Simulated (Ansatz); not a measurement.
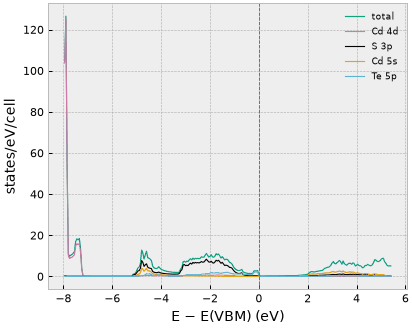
Total and projected density of states of Cd5TeS4 in space group I-4m2 (No. 119; Pearson symbol tI20), LDA in the plane-wave PAW code Ansatz

Task: Which orbitals carry the states next to the gap?

Result: Top 1 eV of the valence band: Te 5p 56 %, S 3p 33 %, Cd 4d 5 %. Bottom 1 eV of the conduction band: Cd 5s 51 %, S 3p 18 %, S 3s 17 %, Te 5p 7 %. Projections are on Löwdin-orthogonalised atomic valence shells; empty p or d shells of many metals are not among them.

The first step of the workflow began from a Materials Project structure, measured or hypothetical; the Crystallography Open Database copy checked does not list it. Whether it is the stable phase at ambient conditions was not checked. Symmetry was held in the LDA relaxation; its stability against distortions is not shown here. Scalar-relativistic: spin–orbit coupling is off unless named, which matters more the heavier the elements.

Potentials: the later of the program's two PAW sets.
